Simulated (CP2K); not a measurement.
**CHBF2N (SMILES [N]=CB(F)F): GFN1-xTB**

Aim: the energy difference between two shapes of CHBF2N at GFN1-xTB, from 2 runs. 

Program for the calculation: CP2K 2026.2.

4 further runs of the same task are left out: 2 that didn't finish, 2 set aside as unsound or not needed.

## Step 1: The structure to begin with

CHBF2N has 6 atoms, charge 0, and is taken as a doublet. SMILES: `[N]=CB(F)F`. The shape is that of a GFN2-xTB optimisation.

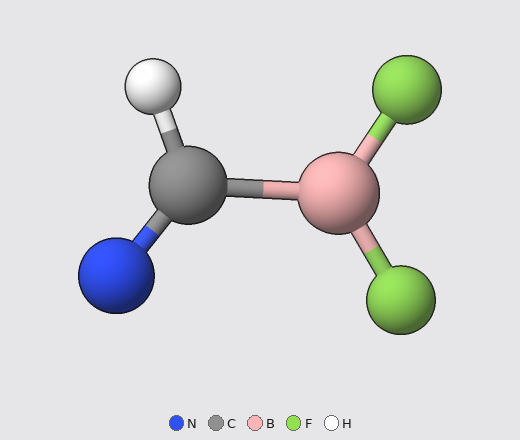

Viewed from a chosen angle; nitrogen blue, carbon grey, boron pink, fluorine green, hydrogen white.

## Step 2: A single-point energy at GFN1-xTB

The input, molecule.pdb:

```
HETATM    1 N    MOL A   1      -0.766  -0.795   1.479  1.00  0.00           N
HETATM    2 C    MOL A   1      -0.117   0.010   0.830  1.00  0.00           C
HETATM    3 B    MOL A   1       0.095  -0.026  -0.748  1.00  0.00           B
HETATM    4 F    MOL A   1      -0.420  -0.942  -1.521  1.00  0.00           F
HETATM    5 F    MOL A   1       0.814   0.891  -1.348  1.00  0.00           F
HETATM    6 H    MOL A   1       0.394   0.862   1.308  1.00  0.00           H
END
```

The input, job.inp:

```
&GLOBAL
  PROJECT job
  RUN_TYPE ENERGY
  PRINT_LEVEL MEDIUM
&END
&FORCE_EVAL
  METHOD QUICKSTEP
  &DFT
    MULTIPLICITY 2
    LSD T
    &QS
      METHOD XTB
      EPS_DEFAULT 1.0E-10
      &XTB
        GFN_TYPE TBLITE
        &TBLITE
          METHOD GFN1
        &END
        CHECK_ATOMIC_CHARGES F
      &END
    &END
    &POISSON
      PERIODIC NONE
      POISSON_SOLVER ANALYTIC
    &END
    &SCF
      SCF_GUESS ATOMIC
      EPS_SCF 1.0E-06
      MAX_SCF 150
      ADDED_MOS 4
      &DIAGONALIZATION
        ALGORITHM STANDARD
      &END
      &MIXING
        METHOD DIRECT_P_MIXING
        ALPHA 0.4
      &END
    &END
    ! extra output
    &PRINT
      &MOMENTS
        PERIODIC F
        REFERENCE COM
        MAX_MOMENT 1
      &END
      &MO ON
        ENERGIES T
        OCCUPATION_NUMBERS T
        NDIGITS 6
        &EACH
          QS_SCF 0
        &END
        ADD_LAST NUMERIC
      &END
      &HIRSHFELD OFF
      &END
    &END
  &END
  ! structure
  &SUBSYS
    &CELL
      ABC 17.6 17.8 19
      PERIODIC NONE
    &END
    &TOPOLOGY
      COORD_FILE_NAME molecule.pdb
      COORD_FILE_FORMAT PDB
      CONN_FILE_FORMAT OFF
      &CENTER_COORDINATES
      &END
    &END
  &END
&END
```

Started as:

```
$ OMP_NUM_THREADS=1 cp2k.psmp -i job.inp > job.out 2>&1
```

The program printed:

```text
CP2K| version string:                                       CP2K version 2026.2
[...]
 GLOBAL| Method name                                                        CP2K
[...]
 GLOBAL| Run type                                                         ENERGY
[...]
                             - Atoms:                                          6
[...]
                             - Spherical basis functions:                     22
[...]
 Number of electrons:                                                         14
[...]
  *** SCF run converged in    16 steps ***
[...]
  Fermi energy:                                                -0.39484303134506
[...]
 TB_DIPOLE| Moment [Debye]          0.71274621       1.14077901       0.47865124
 TB_DIPOLE| Derivative [a.u.]       0.00000000       0.00000000       0.00000000
[...]
 ENERGY| Total FORCE_EVAL ( QS ) energy [hartree]            -17.527198568995654
[...]
```

Run time: 1.7 s. Hardware: 1 thread of AMD EPYC, shared host; peak memory 0.19 GiB.

## Step 3: The distorted shape at the same level

The input, molecule.pdb:

```
HETATM    1 N    MOL A   1      -0.805  -0.821   1.455  1.00  0.00           N
HETATM    2 C    MOL A   1      -0.203   0.062   0.991  1.00  0.00           C
HETATM    3 B    MOL A   1       0.106  -0.167  -0.851  1.00  0.00           B
HETATM    4 F    MOL A   1      -0.416  -0.966  -1.428  1.00  0.00           F
HETATM    5 F    MOL A   1       0.989   0.834  -1.402  1.00  0.00           F
HETATM    6 H    MOL A   1       0.319   0.847   1.159  1.00  0.00           H
END
```

The input, mol.inp:

```
&GLOBAL
 PROJECT mol
 RUN_TYPE ENERGY
 PRINT_LEVEL MEDIUM
&END GLOBAL

&FORCE_EVAL
 METHOD QS
 &DFT
  MULTIPLICITY 2
  SPIN_POLARIZED T
  &QS
   METHOD XTB
   EPS_DEFAULT 1.0E-10
   &XTB
    GFN_TYPE TBLITE
    &TBLITE
     METHOD GFN1
    &END TBLITE
    CHECK_ATOMIC_CHARGES F
   &END XTB
  &END QS
  &POISSON
   PERIODIC NONE
   POISSON_SOLVER ANALYTIC
  &END POISSON
  &SCF
   SCF_GUESS ATOMIC
   EPS_SCF 1.0E-06
   MAX_SCF 150
   ADDED_MOS 4
   &DIAGONALIZATION
    ALGORITHM STANDARD
   &END DIAGONALIZATION
   &MIXING
    METHOD DIRECT_P_MIXING
    ALPHA 0.4
   &END MIXING
  &END SCF
  &PRINT
   &MOMENTS
    PERIODIC F
    REFERENCE COM
    MAX_MOMENT 1
   &END MOMENTS
   &MO ON
    ENERGIES T
    OCCUPATION_NUMBERS T
    NDIGITS 6
    &EACH
     QS_SCF 0
    &END EACH
    ADD_LAST NUMERIC
   &END MO
   &HIRSHFELD OFF
   &END HIRSHFELD
  &END PRINT
 &END DFT
 &SUBSYS
  &CELL
   ABC 17.8 17.8 18.9
   PERIODIC NONE
  &END CELL
  &TOPOLOGY
   COORD_FILE_NAME molecule.pdb
   COORD_FILE_FORMAT PDB
   CONN_FILE_FORMAT OFF
   &CENTER_COORDINATES
   &END CENTER_COORDINATES
  &END TOPOLOGY
 &END SUBSYS
&END FORCE_EVAL
```

Started as:

```
$ OMP_NUM_THREADS=1 cp2k.psmp mol.inp > mol.out
```

The program printed:

```text
CP2K| version string:                                       CP2K version 2026.2
[...]
 GLOBAL| Method name                                                        CP2K
[...]
 GLOBAL| Run type                                                         ENERGY
[...]
                             - Atoms:                                          6
[...]
                             - Spherical basis functions:                     22
[...]
 Number of electrons:                                                         14
[...]
  *** SCF run converged in    18 steps ***
[...]
  Fermi energy:                                                -0.36322748517581
[...]
 TB_DIPOLE| Moment [Debye]          0.21014259       0.33857297      -0.62194162
 TB_DIPOLE| Derivative [a.u.]       0.00000000       0.00000000       0.00000000
[...]
 ENERGY| Total FORCE_EVAL ( QS ) energy [hartree]            -17.429780696848759
[...]
```

Run time: 1.6 s. Hardware: 1 thread of AMD EPYC, shared host; peak memory 0.19 GiB.

## Step 4: Summary of results

At GFN1-xTB:

| quantity | value |
| --- | --- |
| first shape: total energy | -17.52720 Eh |
| first shape: dipole moment (from atomic charges alone) | 1.43 D |
| first shape: HOMO energy (highest over α and β) | -11.27 eV |
| first shape: LUMO energy (lowest over α and β) | -10.21 eV |
| distorted shape: total energy | -17.42978 Eh |
| distorted shape: dipole moment (from atomic charges alone) | 0.74 D |
| distorted shape: HOMO energy (highest over α and β) | -10.22 eV |
| distorted shape: LUMO energy (lowest over α and β) | -9.54 eV |
| energy change with the atoms displaced | 2.651 eV |

In words: With the atoms displaced the energy rises by 2.65 eV (256 kJ/mol). The first shape isn't relaxed at this level, so the change isn't measured from a minimum. The dipole (first shape) comes from point charges on the atoms alone, without atomic dipoles, so it is partial. The dipole (distorted shape) comes from point charges on the atoms alone, without atomic dipoles, so it is partial.
